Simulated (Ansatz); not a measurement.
## Electronic structure of C3H7ClSi in real space

| atom | x (Å) | y (Å) | z (Å) |
| --- | --- | --- | --- |
| C | -1.4577 | -0.0554 | 0.3666 |
| C | -0.0795 | 0.1413 | -0.1870 |
| Si | 1.3704 | -0.6759 | 0.6833 |
| C | 0.1969 | 0.8704 | -1.2765 |
| Cl | -0.9856 | 1.7073 | -2.2286 |
| H | -1.5193 | 0.3121 | 1.4044 |
| H | -1.7198 | -1.1260 | 0.3957 |
| H | -2.2143 | 0.4704 | -0.2324 |
| H | 2.6381 | -0.3478 | -0.0345 |
| H | 1.1827 | -2.1599 | 0.7155 |
| H | 1.4582 | -0.1985 | 2.0986 |
| H | 1.2070 | 1.0067 | -1.6708 |

All numbers below come from RKS PBE0-D4/def2-SVP in Ansatz 0.2.0.

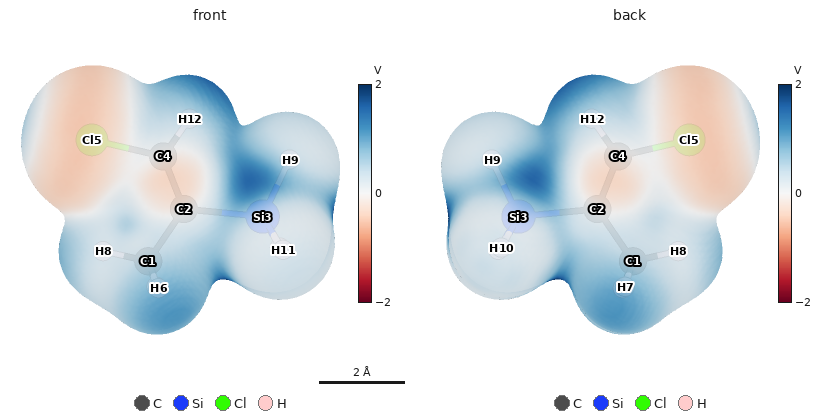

Figure 1. The electrostatic potential painted on the density surface at 0.004 e/bohr³, seen from the front and from behind; red is negative and blue positive.

Describe the electrostatic potential map.

Answer. The most negative region (about −0.5 V) lies over Cl5, the most positive (about +1.9 V) over Si3. Cl5 shows a σ-hole: about +0.6 V at the tip opposite its bond, against about −0.3 V on its flanks.

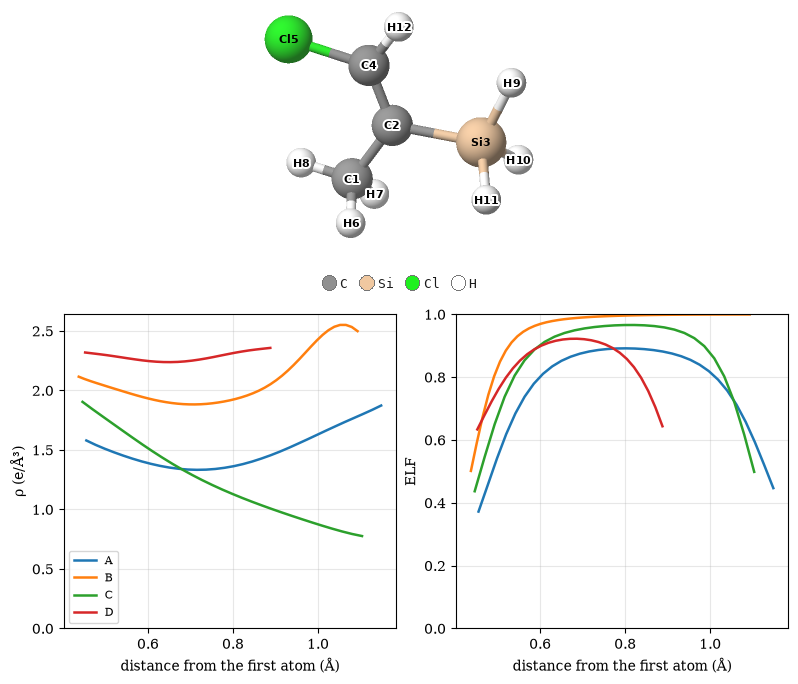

Figure 2. Total electron density and electron localisation function along straight lines between neighbouring atoms. The curves leave out the atomic cores. The structure is drawn too.

Which curve belongs to which contact (C–C, C–Cl, C–H and C–Si)? The first atom named is at distance zero.

Answer. Curve A: C–Cl (1.73 Å): ρ at the midpoint is about 1.4 e/Å³; the ELF peaks at about 0.90 between the atoms: a shared electron pair. Curve B: C–H (1.09 Å): ρ is about 2 e/Å³ halfway; the ELF climbs to about 1 towards the hydrogen, as it does in any bond to H; a covalent bond by its length. Curve C: C–Si (1.88 Å): ρ at the midpoint is about 0.95 e/Å³; the ELF peaks at about 0.95 between the atoms, as expected for localised, covalent bonding. Curve D: C–C (1.34 Å): ρ at the midpoint is about 2.2 e/Å³; the ELF peaks at about 0.90 between the atoms: a short, multiple covalent bond.

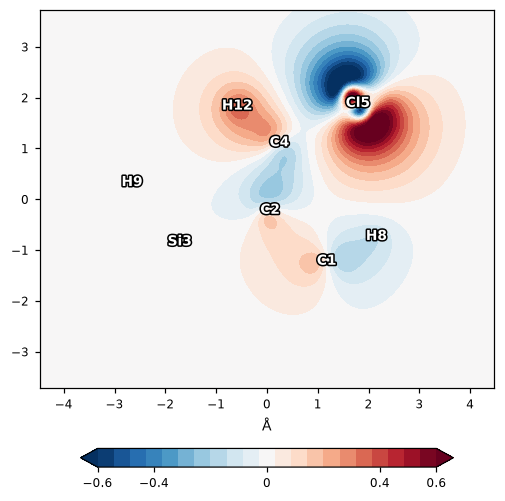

Figure 3. The HOMO−1 on the plane of atoms C2, C4 and Cl5 (values in Å⁻³ᐟ²; the overall sign is arbitrary).

Where does this orbital lie, and at what energy?

Answer. It lies mainly on Cl5 (about 80 %) and C4 (about 5 %); largely a lone pair of Cl5. Its energy is −8.78 eV.
